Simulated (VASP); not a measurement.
Band structure of KI (rock salt). Computed with optB86b-vdW, VASP's PBE PAW potentials (set 64) (plane waves; VASP).

Unless said otherwise, spin-orbit coupling is left out, though it shifts the bands of the heavy elements here.

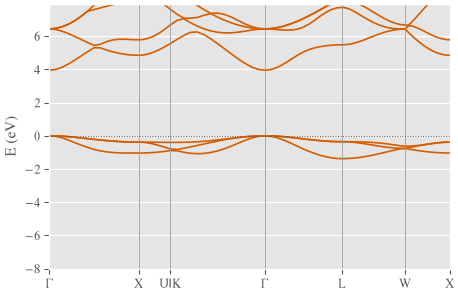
Figure. Bands along high-symmetry lines, zero at the valence-band maximum or, without a gap, the Fermi level

### Question
Read the plot: is there a gap, and where are the band edges?

### Answer
The gap is direct, 3.95 eV, from the valence maximum at Γ to the conduction minimum at Γ. (Edges off the drawn lines would not show.)

Measured: gap 6.10 eV (computed value off by -2.15 eV), as given by Aguado et al., (1998), arXiv:cond-mat/9809176.

The compound is KI in the rock salt structure. It was relaxed first.
